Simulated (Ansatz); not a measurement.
# [SiH3]+ (SMILES [SiH3+]): CCSD(T)/6-31G(d) (spherical functions)

What is the energy change on altering one bond length of [SiH3]+ at CCSD(T)/6-31G* (spherical functions)? 

The results are computed with Ansatz 0.2.0.

2 further runs of the same task are left out: 2 that didn't finish.

## Step 1: The system as given

The species is [SiH3]+ (4 atoms), meant as a singlet with charge +1. SMILES: `[SiH3+]`. Geometry: relaxed at PBE0-D4/def2-TZVP.

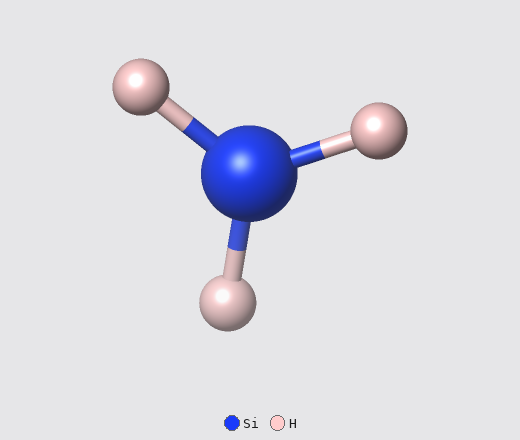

The structure, seen from a chosen angle (silicon blue, hydrogen pink).

## Step 2: The energy at CCSD(T)/6-31G(d) (spherical functions)

in.yaml reads:

```yaml
crystal:
  periodic: [false, false, false]
  atoms:
    - {symbol: Si, position_ang: [-0.000000, -0.000000, 0.000000]}
    - {symbol: H, position_ang: [0.686900, 0.675400, 1.113000]}
    - {symbol: H, position_ang: [-0.118400, -1.467200, -0.009900]}
    - {symbol: H, position_ang: [-0.568500, 0.791700, -1.103100]}
basis:
  gaussian:
    orbitals: 6-31G_st_-spherical.json
accuracy: high
total_charge: 1
scf:
  omitted_lower_state_checks: [cluster_reference, increment]
correlation:
  method: ccsd_t
  frozen_orbitals: {H: 0, Si: 5}
```

The basis set 6-31G* is read from a file made from the Basis Set Exchange's data (not shown).

The run is started by

```sh
$ ansatz run in.yaml --threads 1 --pin off --max-ram 2610MiB --events-out events.jsonl --progress --plain --runs-dir runs
```

What it wrote, cut to the lines that bear on the results:

```text
Warning: RAYON_NUM_THREADS=1 ignored (pool sized by the plan → 1); use --threads N
Functional definition: HF
  name "HF"
[...]
453 factors; integrals over basis functions are off by at most 5.4e-9 eV
[...]
mean field -7900.21601041 eV, -290.3275834237 hartree, gradient 1.3e-8 eV, S^2 0.000000; 0 other end points of the search recorded, 0 dependent functions left out
5 core orbitals not correlated: weight in the atoms' cores, before any rotation towards them, 1.000 or more for the frozen orbitals, at most 0.000 for the correlated occupied ones
reference -7900.21601041 eV, -290.3275834237 hartree; 3, 3 occupied and 16, 16 virtual orbitals, 453 factors
second order -1.69928544 eV of doubles, -0.00000000 eV of singles
cycle   1  -2.08648971 eV  change   -3.9e-1 eV  update   4.7e-2
[...]
cycle  17  -2.25474073 eV  change  -1.8e-10 eV  update  3.9e-10
perturbative correction -0.03581110 eV, -0.0013160338 hartree
Total energy: -7902.50656224 eV, -290.4117596511 hartree
Checks for a lower state left out: cluster_reference, increment
```

Run time: 0.26 s. Hardware: 1 thread of Arm Neoverse V1, shared host.

## Step 3: The distorted shape

input.yaml reads:

```yaml
crystal:
  periodic: [false, false, false]
  atoms:
    - symbol: Si
      position_ang: [0.029600, 0.366796, 0.002475]
    - symbol: H
      position_ang: [0.716500, 1.042196, 1.115475]
    - symbol: H
      position_ang: [-0.118400, -1.467200, -0.009900]
    - symbol: H
      position_ang: [-0.538900, 1.158496, -1.100625]
basis:
  gaussian: {orbitals: 6-31G_st_-spherical.json}
total_charge: 1
scf: {omitted_lower_state_checks: [cluster_reference, increment]}
accuracy: high
correlation: {method: ccsd_t, frozen_orbitals: {H: 0, Si: 5}}
```

The basis set 6-31G* is read from a file made from the Basis Set Exchange's data (not shown).

The run is started by

```sh
$ ansatz run input.yaml --threads 1 --pin off --max-ram 2610MiB --events-out events.jsonl --progress --plain --runs-dir runs
```

What it wrote, cut to the lines that bear on the results:

```text
Warning: RAYON_NUM_THREADS=1 ignored (pool sized by the plan → 1); use --threads N
Functional definition: HF
  name "HF"
[...]
452 factors; integrals over basis functions are off by at most 3.6e-9 eV
[...]
mean field -7899.19065806 eV, -290.2899024198 hartree, gradient 2.3e-8 eV, S^2 0.000000; 0 other end points of the search recorded, 0 dependent functions left out
5 core orbitals not correlated: weight in the atoms' cores, before any rotation towards them, 1.000 or more for the frozen orbitals, at most 0.000 for the correlated occupied ones
reference -7899.19065806 eV, -290.2899024198 hartree; 3, 3 occupied and 16, 16 virtual orbitals, 452 factors
second order -1.82110979 eV of doubles, -0.00000000 eV of singles
cycle   1  -2.25325671 eV  change   -4.3e-1 eV  update   5.7e-2
[...]
cycle  19  -2.47107667 eV  change   4.9e-10 eV  update  3.7e-10
perturbative correction -0.04639532 eV, -0.0017049967 hartree
Total energy: -7901.70813005 eV, -290.3824178092 hartree
Checks for a lower state left out: cluster_reference, increment
```

Wall time 0.26 s (1 thread of Arm Neoverse V1, shared host).

## Step 4: Results

At CCSD(T)/6-31G* (spherical functions), 5 core orbitals frozen:

```
                                                          quantity          value
                                         first shape: total energy  -290.41176 Eh
          first shape: correlation energy (5 core orbitals frozen)      -84.2 mEh
                                       first shape: (T) correction      -1.32 mEh
                                        first shape: T1 diagnostic          0.011
                                     distorted shape: total energy  -290.38242 Eh
      distorted shape: correlation energy (5 core orbitals frozen)      -92.5 mEh
                                   distorted shape: (T) correction      -1.70 mEh
                                    distorted shape: T1 diagnostic          0.012
energy change with the Si1–H3 bond stretched from 1.472 to 1.840 Å       0.798 eV
```

What this shows: With the Si1–H3 bond stretched from 1.472 to 1.840 Å the energy rises by 0.80 eV (18.4 kcal/mol). The first shape isn't relaxed at this level, so the change isn't measured from a minimum. The triples (first shape) make up 1.6 % of the correlation energy. The triples (distorted shape) make up 1.8 % of the correlation energy.
